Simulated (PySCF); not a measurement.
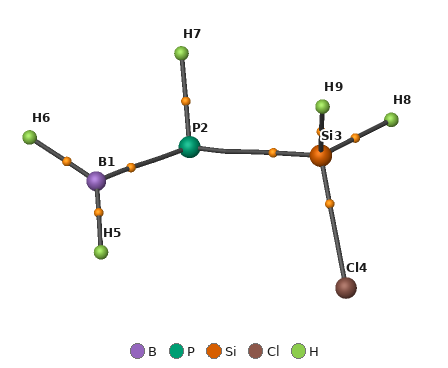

*BClH5PSi, SMILES `BP[SiH2]Cl`. Molecular graph of the electron density (QTAIM): bond paths, bond critical points (orange), ring points (yellow, if any); weak paths are dashed.*

Level of theory: B3LYP/cc-pVTZ (PySCF), at a geometry from GFN2-xTB. No frequency check shows the geometry to be a minimum. GFN2-xTB bond lengths at metals and heavier atoms can be off by up to 0.1 Å and shapes distorted, which carries into these values.

Input script:

```python
import numpy as np
from pyscf import gto, scf, dft
from pyscf.scf import atom_ks, atom_hf
from scipy.linalg import block_diag

def solve(mol, dm0=None, hcore=None):
    mf = (dft.UKS if mol.spin else dft.RKS)(mol, xc='b3lyp')
    mf.grids.level = 3
    mf = mf.density_fit(auxbasis='def2-universal-jkfit')
    mf.conv_tol, mf.max_cycle = 1e-8, 80
    if hcore is not None:
        mf.get_hcore = lambda *args: hcore
    mf.kernel(dm0)
    if not mf.converged:
        mf = mf.newton().run(mf.mo_coeff, mf.mo_occ, max_cycle=30)
    assert mf.converged, 'SCF not converged'
    return mf

mol = gto.M(atom='''
B     -2.08825    -1.20055     0.45634
P     -1.48561     0.26258    -0.46099
Si     0.51796     0.82952     0.33030
Cl     1.81260    -0.62117    -0.16591
H     -1.40601    -2.14975     0.49900
H     -3.17993    -1.23137     0.87104
H     -2.23440     1.31387     0.02494
H      0.89258     2.06785    -0.34885
H      0.58758     1.01005     1.78313
''', basis='cc-pvtz', charge=0, spin=0, verbose=4)
mf = solve(mol)
mf.analyze()
# spherically averaged free atoms, for the promolecule
atm = atom_ks.get_atm_nrks(mol, xc='b3lyp')
pro = block_diag(*[(atm[a[0]][2] * atm[a[0]][3]) @ atm[a[0]][2].T for a in mol._atom])
np.savez('result.npz', e=mf.e_tot, c=mf.mo_coeff, occ=mf.mo_occ, eps=mf.mo_energy, pro=pro, dip=mf.dip_moment(verbose=0), s2=mf.spin_square()[0])
```

Launched as:

```sh
OMP_NUM_THREADS=1 python input.py
```

The run took 18 s on 1 thread of Intel(R) Xeon(R) Platinum 8488C (Sapphire Rapids) (shared host), peak memory 0.76 GiB.

Partitions, critical points and surface values were worked out afterwards from this run's density.

### How many critical points of each kind are there, and does the count close?

9 nuclei, 8 bond, 0 ring and 0 cage critical points: 9 − 8 + 0 − 0 = 1, as the Poincaré–Hopf relation requires.

### What does the calculation give at each kind of bond critical point?

```json
{"bond": "B1–H5", "length (Å)": "1.170", "ρ (a.u.)": "0.194", "∇²ρ (a.u.)": "−0.37", "ε": "0.25", "H (a.u.)": "−0.219"}
{"bond": "B1–H6", "length (Å)": "1.168", "ρ (a.u.)": "0.194", "∇²ρ (a.u.)": "−0.37", "ε": "0.25", "H (a.u.)": "−0.219"}
{"bond": "P2–H7", "length (Å)": "1.379", "ρ (a.u.)": "0.172", "∇²ρ (a.u.)": "+0.02", "ε": "0.11", "H (a.u.)": "−0.170"}
{"bond": "B1–P2", "length (Å)": "1.829", "ρ (a.u.)": "0.161", "∇²ρ (a.u.)": "−0.41", "ε": "0.05", "H (a.u.)": "−0.142"}
{"bond": "Si3–H8", "length (Å)": "1.461", "ρ (a.u.)": "0.128", "∇²ρ (a.u.)": "+0.22", "ε": "0.02", "H (a.u.)": "−0.083"}
{"bond": "Si3–H9", "length (Å)": "1.466", "ρ (a.u.)": "0.127", "∇²ρ (a.u.)": "+0.21", "ε": "0.02", "H (a.u.)": "−0.083"}
{"bond": "Si3–Cl4", "length (Å)": "2.007", "ρ (a.u.)": "0.106", "∇²ρ (a.u.)": "+0.29", "ε": "0.02", "H (a.u.)": "−0.058"}
{"bond": "P2–Si3", "length (Å)": "2.228", "ρ (a.u.)": "0.100", "∇²ρ (a.u.)": "−0.07", "ε": "0.10", "H (a.u.)": "−0.071"}
```

### What kind of interaction is P2–Si3?

Shared-shell (covalent): ρ = 0.100, ∇²ρ = −0.07, H = −0.071 a.u.
